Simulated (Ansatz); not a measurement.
Start from Ba in the bcc (W type) structure (space group Im-3m, No. 229; a = 4.882 Å; relaxed with 0.1 eV smearing). Axes: x, y, z lie along the cube axes.

Structures relaxed with Kohn–Sham DFT with the PBEsol functional, run in Ansatz (a program for electronic structure) with PAW and 420 eV plane waves, no SOC.

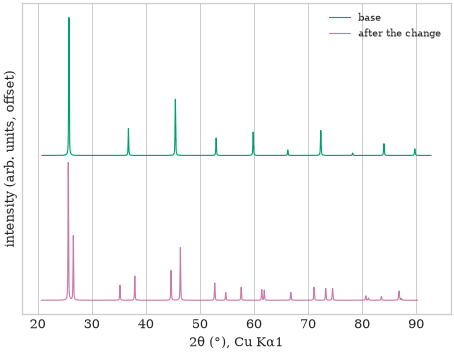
Figure. Simulated powder patterns before (top) and after one change

### Question
Name the change that was made.
A. biaxial strain +1.50 %, plane normal [001], relaxed out of plane
B. biaxial strain +3.00 %, plane normal [001], relaxed out of plane
C. biaxial strain +2.00 %, plane normal [001], relaxed out of plane
D. biaxial strain −3.00 %, plane normal [001], relaxed out of plane

### Answer
D, biaxial strain −3.00 %, plane normal [001], relaxed out of plane. Its volume per atom is 57.09 Å³ against 58.17 Å³, and its space group is I4/mmm (No. 139).

No phonon test of stability was made.
